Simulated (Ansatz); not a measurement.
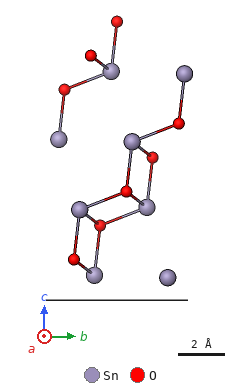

This is the input geometry for a relaxation of a slab of composition SnO (cut from the P4/nmm phase). The picture is a ball-and-stick view of the cell of the calculation, outlined in the plane, without the vacuum (origin shifted), seen along the a axis.

Case: (1 0 1) slab, atoms relaxed. The slab is the (1 0 1) face of SnO.

Theory: Ansatz 0.2.0, DFT r2SCAN, scalar-relativistic, plane waves, PAW.

The input:
```yaml
crystal:
  lattice:
    - [3.8080256436, 0.0, 0.0]
    - [0.0, 6.2327129512, 0.0]
    - [0.0, 0.0, 26.3577059173]
  atoms:
    - { symbol: Sn, position: [0.5, 0.8543110619, 0.2845467668] }
    - { symbol: Sn, position: [0.0, 0.3323335604, 0.2885576222] }
    - { symbol: O, position: [0.5, 0.1866446223, 0.3151455971] }
    - { symbol: O, position: [0.0, 0.3732892445, 0.3723324022] }
    - { symbol: Sn, position: [0.5, 0.2276003064, 0.3989203771] }
    - { symbol: Sn, position: [0.0, 0.7056228049, 0.4029312325] }
    - { symbol: O, position: [0.5, 0.5599338668, 0.4295192074] }
    - { symbol: O, position: [0.0, 0.7465784891, 0.4867060126] }
    - { symbol: Sn, position: [0.5, 0.600889551, 0.5132939874] }
    - { symbol: Sn, position: [0.0, 0.0789120494, 0.5173048428] }
    - { symbol: O, position: [0.5, 0.9332231113, 0.5438928177] }
    - { symbol: O, position: [0.0, 0.1198677336, 0.6010796229] }
    - { symbol: Sn, position: [0.5, 0.9741787955, 0.6276675978] }
    - { symbol: Sn, position: [0.0, 0.452201294, 0.6316784531] }
    - { symbol: O, position: [0.5, 0.3065123559, 0.658266428] }
    - { symbol: O, position: [0.0, 0.4931569782, 0.7154532332] }
basis:
  ecutwfc: 500
kpoints:
  mp_grid: { grid: [9, 6, 1] }
hamiltonian:
  xc: r2scan
scf:
  occupations: { method: gaussian, width: 0.05 }
output:
  forces: true
  eigenvalues: true
  write_density: true
  write_potential: true
  elf: true
  volumetric_format: npy
relax:
  adjacent_minimum: "off"
  f_tol: 0.02
  max_steps: 60
efield:
  axis: 3
  dipole_correction: true
  ramp_width: 0.04
```

Launched with:
```bash
ansatz run input.yaml --threads 2 --pin off --max-ram 5120MiB --backend cpu --events-out ev --progress --plain --runs-dir out
```

> Predict the outcome.

After 21 accepted moves (22 points after the start) the energy has fallen by 4.425 eV per cell of the calculation. The largest force component goes from 3.8 to 0.016 eV/Å. 1 step only repeated the SCF at the same geometry. The largest move relative to the layer's centre is that of O16, 3.06 Å at 23° to the normal (−c side). Largest moves by element: O 3.06 Å, Sn 0.47 Å. The lattice vectors keep their values. Near-neighbour distances that change, for instance: Sn13–O16 4.239 → 2.385 Å, Sn13–O15 2.223 → 3.346 Å, O12–Sn13 2.223 → 2.537 Å, Sn14–O16 2.223 → 1.976 Å. New bonds form, among them: Sn13–O16 (4.24 → 2.38 Å). Bonds break, among them: Sn13–O15 (2.22 → 3.35 Å). Among the angles between lasting bonds that change: O12–Sn14–O15 74.6° → 100.3°, O15–Sn14–O15 117.9° → 139.9°, Sn14–O15–Sn14 117.9° → 139.9°. The run may lie on a higher electronic state than the lowest, so the end point isn't shown to be the ground-state structure. Cost: 22 min on 2 threads of AMD EPYC 9R45 96-Core Processor (Zen 5), with other jobs on the host, peak memory 3.2 GiB.

The end point in the same view:

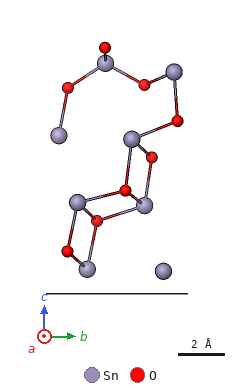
